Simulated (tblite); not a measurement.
**Run report: C4H21ClOSi6, geometry relaxation (part 1 of 3)**

The run: geometry relaxation of C4H21ClOSi6. Method and program: GFN2-xTB geometry optimisation, gas phase (tblite 0.8.0).

The run did not end well.

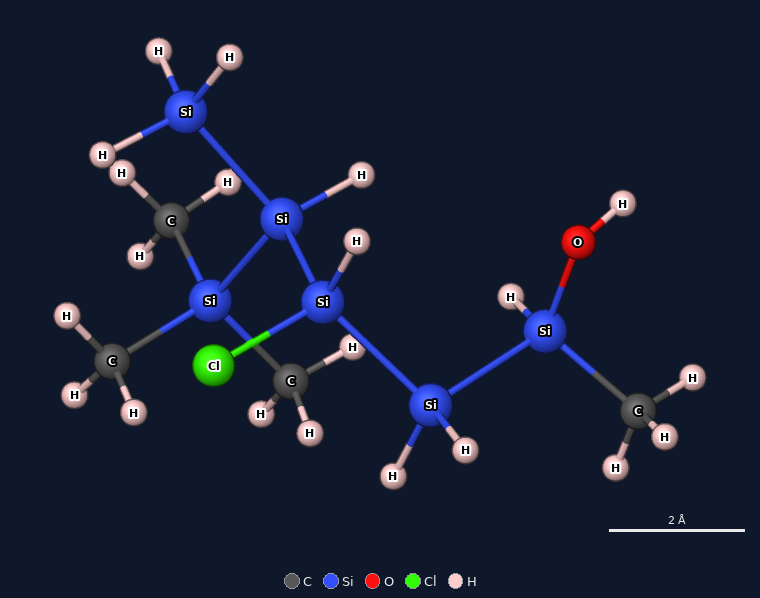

**Figure 1.** The structure as given in the input (ball-and-stick view, seen at a tilt). Bond lengths as drawn: Cl–Si 2.05 Å, C–H 1.08 to 1.10 Å, C–Si 1.85 to 1.87 Å, H–O 0.98 Å, H–Si 1.47 to 1.50 Å, O–Si 1.67 Å and Si–Si 2.28 to 2.31 Å.

What the run reported:

```tsv
quantity	value
outcome	not converged
total energy	−1042.0461 eV
hardware	1 CPU thread, shared host
wall time	20 s
peak memory	0.27 GiB
```

The run did not converge. At least one of its steps failed, so the values that rest on that step are not results.

Input file:
```
{"job": {"xc": "GFN2-xTB", "basis": "xTB", "kind": "relax"}, "charge": 0, "multiplicity": 1}
C      4.685300     0.173200    -1.409100
Si     3.260900     0.363100    -0.238200
O      3.745400     0.974700     1.243700
Si     2.239800    -1.687100     0.034500
Si     0.619300    -1.464500     1.641400
Cl    -0.448300    -3.209500     1.807900
Si    -0.767600     0.282800     1.188800
Si    -2.153700     0.461000     3.003800
Si    -2.038400    -0.018400    -0.702800
C     -0.925500    -0.016300    -2.187100
C     -3.231400     1.421900    -0.825300
C     -2.989000    -1.616900    -0.598900
H      5.426800    -0.516100    -1.015100
H      4.344200    -0.199600    -2.382600
H      5.165800     1.147200    -1.577100
H      2.279100     1.310100    -0.785300
H      4.113600     1.877700     1.239100
H      1.648800    -2.131800    -1.255200
H      3.246000    -2.717100     0.447700
H      1.254500    -1.253700     2.971900
H      0.010700     1.545400     1.030700
H     -3.059300     1.629400     2.825100
H     -1.364900     0.655000     4.256100
H     -3.005600    -0.768200     3.126800
H     -0.277200     0.874800    -2.203400
H     -1.519200    -0.016700    -3.108600
H     -0.281400    -0.898300    -2.208800
H     -3.922600     1.441500     0.026100
H     -2.690300     2.378000    -0.845600
H     -3.820400     1.355400    -1.732600
H     -3.581500    -1.666600     0.310900
H     -2.314700    -2.473300    -0.612500
H     -3.665900    -1.714700    -1.454200
```

The first line tells a small driver script what to run in tblite; the rest is the geometry in Å.

Command:
```bash
OMP_NUM_THREADS=1 python <driver script> task.json out
```

Log:
```
step      E/eV     max force
  0   -1041.44096    1.424
  1   -1041.56906    0.531
  2   -1041.61690    0.389
  3   -1041.64954    0.514
  4   -1041.68536    0.487
  5   -1041.71791    0.471
  6   -1041.75548    0.454
  7   -1041.79043    0.531
  8   -1041.81842    0.455
  9   -1041.83590    0.312
 10   -1041.84654    0.212
 11   -1041.85466    0.208
 12   -1041.86224    0.246
 13   -1041.86922    0.250
 14   -1041.87574    0.219
 15   -1041.88170    0.183
 16   -1041.88732    0.194
 17   -1041.89261    0.246
 18   -1041.89714    0.198
 19   -1041.90125    0.168
 20   -1041.90568    0.185
 21   -1041.91086    0.183
 22   -1041.91621    0.160
 23   -1041.92045    0.152
 24   -1041.92331    0.147
 25   -1041.92549    0.103
 26   -1041.92790    0.103
 27   -1041.93082    0.120
 28   -1041.93386    0.165
 29   -1041.93636    0.162
 30   -1041.93808    0.099
 31   -1041.93920    0.065
 32   -1041.94012    0.090
 33   -1041.94128    0.115
 34   -1041.94275    0.108
 35   -1041.94422    0.074
 36   -1041.94532    0.058
 37   -1041.94610    0.062
 38   -1041.94678    0.062
 39   -1041.94744    0.064
 40   -1041.94800    0.058
 41   -1041.94844    0.038
 42   -1041.94844    0.038
 43   -1041.94864    0.035
 44   -1041.94929    0.035
 45   -1041.94945    0.039
 46   -1041.94999    0.044
 47   -1041.95033    0.041
 48   -1041.95084    0.047
 49   -1041.95127    0.043
 50   -1041.95164    0.036
 51   -1041.95193    0.035
 52   -1041.95225    0.049
 53   -1041.95269    0.068
 54   -1041.95322    0.067
 55   -1041.95375    0.044
 56   -1041.95420    0.035
 57   -1041.95458    0.037
 58   -1041.95493    0.044
 59   -1041.95527    0.046
 60   -1041.95560    0.037
 61   -1041.95593    0.034
 62   -1041.95625    0.032
 63   -1041.95656    0.046
 64   -1041.95689    0.054
 65   -1041.95724    0.053
 66   -1041.95756    0.040
 67   -1041.95783    0.033
 68   -1041.95807    0.038
 69   -1041.95835    0.044
 70   -1041.95872    0.048
 71   -1041.95912    0.044
 72   -1041.95946    0.035
 73   -1041.95972    0.037
 74   -1041.95997    0.035
 75   -1041.96029    0.045
 76   -1041.96069    0.049
 77   -1041.96110    0.046
 78   -1041.96148    0.040
 79   -1041.96178    0.034
 80   -1041.96199    0.031
 81   -1041.96214    0.026
 82   -1041.96230    0.036
 83   -1041.96255    0.048
 84   -1041.96293    0.065
 85   -1041.96335    0.066
 86   -1041.96367    0.038
 87   -1041.96386    0.029
 88   -1041.96399    0.026
 89   -1041.96413    0.038
 90   -1041.96424    0.034
 91   -1041.96432    0.020
 92   -1041.96441    0.019
 93   -1041.96454    0.032
 94   -1041.96473    0.053
 95   -1041.96497    0.056
 96   -1041.96520    0.036
 97   -1041.96539    0.029
 98   -1041.96555    0.030
 99   -1041.96572    0.036
100   -1041.96592    0.037
101   -1041.96615    0.036
102   -1041.96639    0.040
103   -1041.96666    0.048
104   -1041.96695    0.055
105   -1041.96727    0.052
106   -1041.96760    0.037
107   -1041.96794    0.030
108   -1041.96818    0.035
109   -1041.96848    0.051
110   -1041.96881    0.056
111   -1041.96915    0.043
112   -1041.96944    0.044
113   -1041.96967    0.039
114   -1041.96985    0.041
115   -1041.97008    0.044
116   -1041.97044    0.044
117   -1041.97083    0.046
118   -1041.97111    0.042
119   -1041.97135    0.036
120   -1041.97158    0.036
121   -1041.97184    0.047
122   -1041.97212    0.040
123   -1041.97240    0.040
124   -1041.97265    0.035
125   -1041.97291    0.038
126   -1041.97322    0.048
127   -1041.97356    0.052
128   -1041.97385    0.044
129   -1041.97404    0.044
130   -1041.97427    0.032
131   -1041.97451    0.035
132   -1041.97489    0.042
133   -1041.97509    0.034
134   -1041.97528    0.025
135   -1041.97543    0.023
136   -1041.97564    0.036
137   -1041.97592    0.041
138   -1041.97627    0.042
139   -1041.97661    0.035
140   -1041.97689    0.028
141   -1041.97722    0.043
142   -1041.97768    0.057
143   -1041.97828    0.064
144   -1041.97841    0.107
145   -1041.97947    0.048
146   -1041.98007    0.043
147   -1041.98123    0.064
148   -1041.98191    0.070
149   -1041.98283    0.056
150   -1041.98354    0.048
151   -1041.98425    0.065
152   -1041.98467    0.088
153   -1041.98594    0.088
154   -1041.98708    0.068
155   -1041.98855    0.080
156   -1041.98909    0.062
157   -1041.98970    0.053
158   -1041.99135    0.088
159   -1041.99207    0.083
160   -1041.99287    0.069
161   -1041.99437    0.064
162   -1041.99489    0.077
163   -1041.99577    0.074
164   -1041.99654    0.053
165   -1041.99735    0.064
166   -1041.99811    0.065
167   -1041.99904    0.051
168   -1041.99992    0.070
169   -1042.00058    0.067
170   -1042.00119    0.068
171   -1042.00176    0.056
172   -1042.00225    0.037
173   -1042.00255    0.037
174   -1042.00304    0.055
175   -1042.00353    0.060
176   -1042.00411    0.052
177   -1042.00463    0.040
178   -1042.00508    0.032
179   -1042.00548    0.041
180   -1042.00586    0.050
181   -1042.00623    0.044
182   -1042.00666    0.047
183   -1042.00715    0.046
184   -1042.00783    0.044
185   -1042.00814    0.043
186   -1042.00862    0.042
187   -1042.00902    0.041
188   -1042.00959    0.068
189   -1042.01020    0.075
190   -1042.01081    0.057
191   -1042.01130    0.036
192   -1042.01155    0.057
193   -1042.01201    0.064
194   -1042.01234    0.052
195   -1042.01304    0.042
196   -1042.01330    0.046
197   -1042.01396    0.048
198   -1042.01436    0.039
199   -1042.01472    0.035
200   -1042.01501    0.045
201   -1042.01530    0.051
202   -1042.01562    0.036
203   -1042.01597    0.028
204   -1042.01630    0.041
205   -1042.01670    0.047
206   -1042.01716    0.054
207   -1042.01764    0.051
208   -1042.01797    0.035
209   -1042.01819    0.024
210   -1042.01835    0.029
211   -1042.01852    0.037
212   -1042.01872    0.034
213   -1042.01901    0.029
214   -1042.01918    0.027
215   -1042.01936    0.023
216   -1042.01953    0.024
217   -1042.01970    0.028
218   -1042.01987    0.027
219   -1042.02001    0.024
220   -1042.02012    0.029
221   -1042.02025    0.029
222   -1042.02039    0.029
223   -1042.02052    0.026
224   -1042.02059    0.017
225   -1042.02065    0.017
226   -1042.02070    0.017
227   -1042.02078    0.023
228   -1042.02087    0.026
229   -1042.02096    0.020
230   -1042.02104    0.019
231   -1042.02115    0.024
232   -1042.02123    0.023
233   -1042.02134    0.021
234   -1042.02143    0.019
235   -1042.02153    0.021
236   -1042.02163    0.021
237   -1042.02174    0.024
238   -1042.02184    0.018
239   -1042.02190    0.017
240   -1042.02196    0.016
241   -1042.02202    0.018
242   -1042.02210    0.021
243   -1042.02220    0.021
244   -1042.02231    0.027
245   -1042.02242    0.024
246   -1042.02249    0.018
247   -1042.02254    0.014
248   -1042.02259    0.014
249   -1042.02265    0.017
250   -1042.02272    0.020
251   -1042.02280    0.017
252   -1042.02286    0.016
253   -1042.02291    0.016
254   -1042.02296    0.018
255   -1042.02301    0.021
256   -1042.02307    0.024
257   -1042.02312    0.020
258   -1042.02317    0.015
259   -1042.02324    0.016
260   -1042.02333    0.025
261   -1042.02343    0.030
262   -1042.02351    0.021
263   -1042.02356    0.017
264   -1042.02360    0.012
265   -1042.02365    0.017
266   -1042.02370    0.019
267   -1042.02377    0.019
268   -1042.02383    0.019
269   -1042.02388    0.016
270   -1042.02393    0.021
271   -1042.02398    0.020
272   -1042.02402    0.014
273   -1042.02406    0.011
274   -1042.02410    0.013
275   -1042.02414    0.017
276   -1042.02418    0.016
277   -1042.02422    0.012
278   -1042.02425    0.009
279   -1042.02427    0.009
280   -1042.02429    0.010
281   -1042.02431    0.011
282   -1042.02432    0.009
283   -1042.02434    0.009
284   -1042.02435    0.009
285   -1042.02437    0.009
286   -1042.02438    0.008
287   -1042.02440    0.009
288   -1042.02441    0.009
289   -1042.02443    0.008
290   -1042.02444    0.009
291   -1042.02445    0.009
292   -1042.02446    0.008
293   -1042.02447    0.008
294   -1042.02449    0.009
295   -1042.02450    0.010
296   -1042.02452    0.008
297   -1042.02454    0.010
298   -1042.02456    0.011
299   -1042.02458    0.012
300   -1042.02460    0.010
301   -1042.02462    0.006
302   -1042.02464    0.011
303   -1042.02467    0.013
304   -1042.02470    0.016
305   -1042.02474    0.017
306   -1042.02477    0.012
307   -1042.02480    0.008
308   -1042.02483    0.013
309   -1042.02488    0.018
310   -1042.02493    0.014
311   -1042.02497    0.012
312   -1042.02500    0.009
313   -1042.02502    0.009
314   -1042.02505    0.011
315   -1042.02508    0.014
316   -1042.02511    0.016
317   -1042.02514    0.013
318   -1042.02518    0.016
319   -1042.02523    0.019
320   -1042.02529    0.016
321   -1042.02535    0.019
322   -1042.02540    0.016
323   -1042.02545    0.011
324   -1042.02550    0.020
325   -1042.02558    0.026
326   -1042.02566    0.025
327   -1042.02574    0.018
328   -1042.02579    0.014
329   -1042.02583    0.012
330   -1042.02587    0.015
331   -1042.02592    0.014
332   -1042.02597    0.014
333   -1042.02604    0.016
334   -1042.02610    0.016
335   -1042.02615    0.016
336   -1042.02620    0.016
337   -1042.02624    0.016
338   -1042.02627    0.013
339   -1042.02630    0.010
340   -1042.02633    0.014
341   -1042.02636    0.014
342   -1042.02638    0.009
343   -1042.02640    0.010
344   -1042.02641    0.010
345   -1042.02644    0.014
346   -1042.02647    0.013
347   -1042.02650    0.016
348   -1042.02654    0.016
349   -1042.02659    0.015
350   -1042.02665    0.020
351   -1042.02671    0.019
352   -1042.02676    0.021
353   -1042.02681    0.016
354   -1042.02685    0.015
355   -1042.02691    0.019
356   -1042.02698    0.019
357   -1042.02706    0.024
358   -1042.02711    0.019
359   -1042.02716    0.016
360   -1042.02721    0.017
361   -1042.02726    0.021
362   -1042.02730    0.021
363   -1042.02737    0.019
364   -1042.02744    0.019
365   -1042.02754    0.023
366   -1042.02765    0.025
367   -1042.02776    0.026
368   -1042.02787    0.022
369   -1042.02799    0.020
370   -1042.02811    0.024
371   -1042.02825    0.027
372   -1042.02838    0.036
373   -1042.02812    0.061
374   -1042.02862    0.031
375   -1042.02874    0.030
376   -1042.02927    0.039
377   -1042.02952    0.034
378   -1042.02978    0.034
379   -1042.03030    0.025
380   -1042.03053    0.030
381   -1042.03086    0.035
382   -1042.03116    0.032
383   -1042.03142    0.029
384   -1042.03162    0.034
385   -1042.03188    0.036
386   -1042.03232    0.047
387   -1042.03273    0.048
388   -1042.03302    0.042
389   -1042.03328    0.036
390   -1042.03355    0.033
391   -1042.03382    0.030
392   -1042.03405    0.031
393   -1042.03419    0.033
394   -1042.03440    0.025
395   -1042.03460    0.024
396   -1042.03485    0.032
397   -1042.03510    0.031
398   -1042.03531    0.026
399   -1042.03547    0.025
400   -1042.03564    0.029
401   -1042.03580    0.038
402   -1042.03597    0.033
403   -1042.03613    0.025
404   -1042.03625    0.020
405   -1042.03637    0.021
406   -1042.03648    0.022
407   -1042.03660    0.024
408   -1042.03671    0.020
409   -1042.03681    0.017
410   -1042.03689    0.015
411   -1042.03696    0.022
412   -1042.03703    0.021
413   -1042.03710    0.017
414   -1042.03716    0.018
415   -1042.03721    0.014
416   -1042.03726    0.017
417   -1042.03731    0.017
418   -1042.03738    0.019
419   -1042.03743    0.015
420   -1042.03751    0.024
421   -1042.03759    0.025
422   -1042.03769    0.019
423   -1042.03778    0.016
424   -1042.03785    0.013
425   -1042.03793    0.015
426   -1042.03801    0.025
427   -1042.03809    0.026
428   -1042.03819    0.022
429   -1042.03831    0.025
430   -1042.03844    0.029
431   -1042.03858    0.026
432   -1042.03871    0.023
433   -1042.03882    0.018
434   -1042.03891    0.036
435   -1042.03905    0.037
436   -1042.03921    0.032
437   -1042.03956    0.029
438   -1042.03968    0.029
439   -1042.04001    0.035
440   -1042.04021    0.033
441   -1042.04037    0.022
442   -1042.04047    0.018
443   -1042.04058    0.023
444   -1042.04070    0.022
445   -1042.04095    0.026
446   -1042.04108    0.024
447   -1042.04127    0.024
448   -1042.04141    0.025
449   -1042.04156    0.027
450   -1042.04170    0.022
451   -1042.04185    0.021
452   -1042.04199    0.024
453   -1042.04212    0.037
454   -1042.04226    0.034
455   -1042.04240    0.024
```
